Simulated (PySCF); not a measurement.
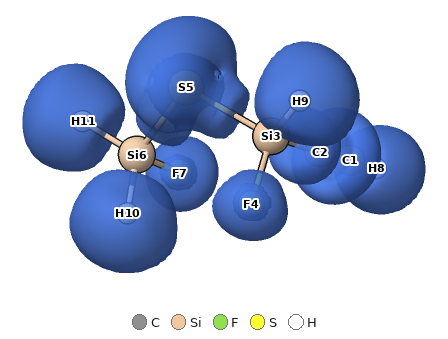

Figure 1: C2H4F2SSi2. Isosurface of the electron localisation function at 0.75 (blue), seen from one side. Only the valence region is drawn (cores and ρ < 0.01 e/Å³ removed).

Geometry: GFN2-xTB.

All numbers below come from PySCF 2.14.0, PBE0/pcSseg-1, SCF density, gas phase, non-relativistic.

| atom | x (Å) | y (Å) | z (Å) |
| --- | --- | --- | --- |
| C | 1.8906 | 0.2548 | 1.9408 |
| C | 1.6445 | -0.0125 | 0.7946 |
| Si | 1.1746 | -0.4741 | -0.9237 |
| F | 0.9702 | 0.9017 | -1.7379 |
| S | -0.6974 | -1.5383 | -0.9600 |
| Si | -2.1052 | -0.0731 | -0.3002 |
| F | -1.6850 | 0.4239 | 1.1696 |
| H | 2.1148 | 0.5050 | 2.9378 |
| H | 2.1206 | -1.2760 | -1.6615 |
| H | -2.0705 | 1.1202 | -1.1167 |
| H | -3.3517 | -0.7890 | -0.1688 |

What do the ELF domains correspond to?

Answer. At this value the surface marks out one region between bonded C–C atoms (shared pairs), one region between bonded C–Si atoms (shared pairs), four regions around hydrogen nuclei, one region on S in which the atom's valence shell and bonds are merged and two regions wrapped around F (its lone pairs, merged into a ring or cap).

Values along the shortest contacts:
C–C (1.20 Å): the ELF peaks at about 0.85 between the atoms: a multiple bond. Si–F (1.61 Å): the ELF peaks at about 0.80 in the valence shell of F, 0.6 Å from its nucleus, and is about 0.50 at the midpoint.
